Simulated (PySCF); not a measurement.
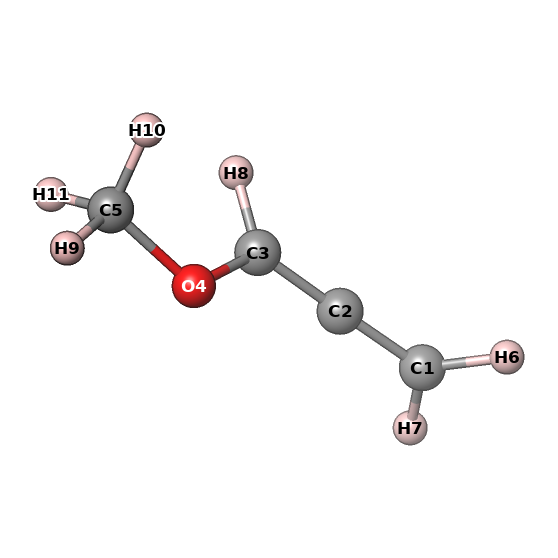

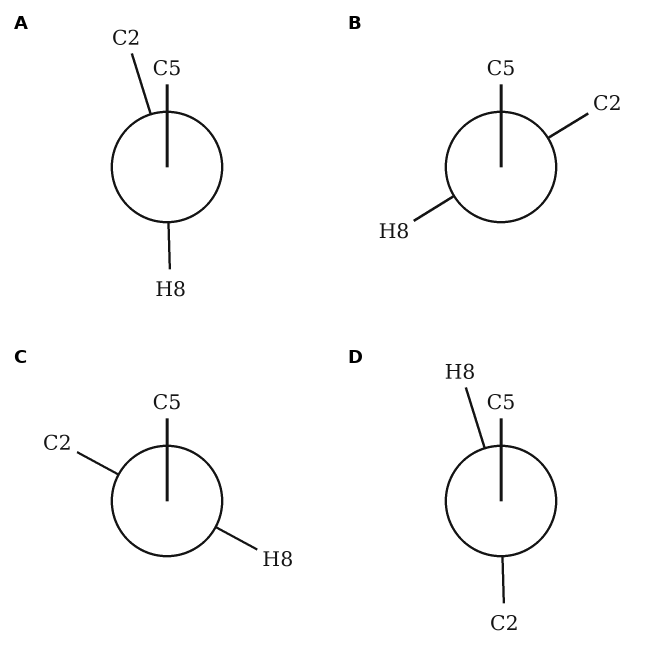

Atoms fade into the background with distance from the viewer. Bonds that would overlap in a projection are set slightly apart. The geometry was computed by an optimisation with GFN2-xTB. No frequency run is at hand to confirm it as a minimum.

Which Newman projection shows the view along O4–C3, with O4 in front?

D. The torsion angle C5–O4–C3–C2 is 178°, antiperiplanar (anti).
